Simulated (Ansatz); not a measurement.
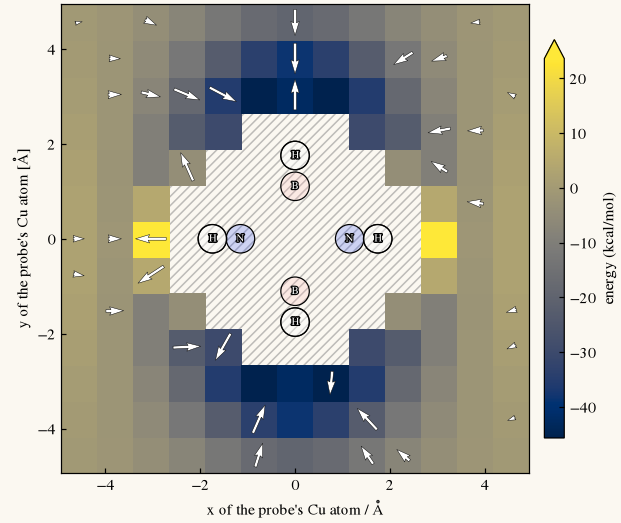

Energy landscape of B₂H₈N₂ (SMILES [BH2-]1[NH2+][BH2-][NH2+]1) with the probe Cu+. 
- The probe is moved over the molecule's main plane.
- First axis: x of the probe's Cu atom. Second axis: y of the probe's Cu atom.
- Nothing is relaxed (molecule and probe rigid).
- The grid has 13 × 13 points; 36 points were computed and 96 follow by symmetry. At 37 points there is no value (left out of the scan, as a rule where atoms come close).
- All energies are given in kcal/mol relative to molecule and probe far apart, each relaxed in its own basis (no counterpoise correction).
- Level of theory: RKS BHLYP-D4/def2-SVP (Ansatz).

In the figure: one coloured cell a grid point, arrows along the force (downhill), their lengths compressed, labelled circles for the molecule's atoms, projected on the plane, one colour for all values above the top of the scale, hatched blanks where no value was computed. 

**What does the map say about the system?**

The lowest grid point is at x of the probe's Cu atom = −0.76 Å, y of the probe's Cu atom = −3.04 Å [nearest 2 H at 1.81 Å], −45.7 kcal/mol from molecule and probe far apart, each relaxed in its own basis (no counterpoise correction). The highest grid point, x of the probe's Cu atom = −3.04 Å, y of the probe's Cu atom = 0.00 Å [nearest 2 H at 1.53 Å], lies 69.3 kcal/mol above the lowest.

Each point was launched as `ansatz run input.yaml --threads 1 --pin off --max-ram 2560MiB --backend cpu --events-out ev --progress --plain --runs-dir out`. The whole map (36 points run) took 11 min on 1 thread of Arm Neoverse N1, with other jobs on the host.
